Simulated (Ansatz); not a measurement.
Computed energy against volume: AlN (wurtzite)

AlN (wurtzite)

```cif
data_Al2N2
_chemical_formula_sum 'Al2 N2'
_space_group_name_H-M_alt 'P63mc'
_space_group_IT_number 186
_space_group_name_Hall 'P 6c -2c'
_cell_length_a 3.10673
_cell_length_b 3.10673
_cell_length_c 4.97852
_cell_angle_alpha 90.000
_cell_angle_beta 90.000
_cell_angle_gamma 120.000
loop_
_atom_site_label
_atom_site_type_symbol
_atom_site_symmetry_multiplicity
_atom_site_Wyckoff_symbol
_atom_site_fract_x
_atom_site_fract_y
_atom_site_fract_z
_atom_site_occupancy
Al1 Al 2 b 0.66667 0.33333 0.00341 1
N1 N 2 b 0.33333 0.66667 0.12179 1
```

E(V) scan at fixed shape, V₀ the volume above. The atoms relax within the cell's symmetry.

These are r2SCAN (plane waves to 500 eV, PAW, scalar-relativistic; Ansatz, an electronic-structure program) values and carry that method's errors. k mesh 13×13×7 (Γ-centred), Fermi-Dirac smearing 0.05 eV. Energies are smeared free energies. Compression counts positive. With the shape held, the modulus is that of even scaling; a crystal free to change shape is softer. AlN was relaxed with its symmetry unable to fall. The zero of ΔE is the relaxed starting cell.

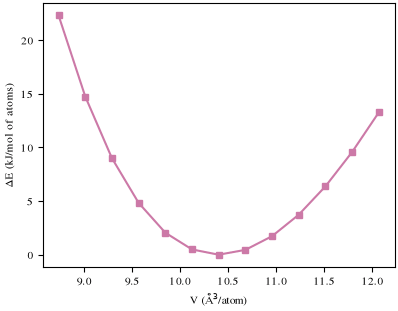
*ΔE (kJ/mol of atoms) against V (Å³/atom); markers are the computed points, lines only join them.*

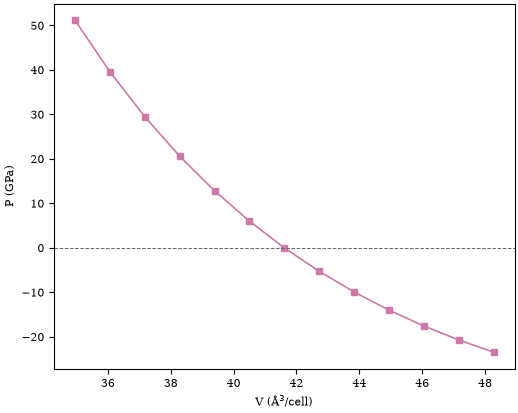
Figure: P (GPa) against V (Å³/cell); computed points joined by lines.

The pressure at the smallest volume is 51.2 GPa and the pressure derivative B₀′ (fit) comes out as 3.8. The energy cost of the largest expansion comes out as 137.5 meV/atom. The equilibrium volume of the fit is 10.40 Å³/atom. The energy cost of the largest compression comes out as 231.2 meV/atom.

(A scan under strain: stresses follow from slopes of the energy per volume, elastic moduli from its curvatures.)
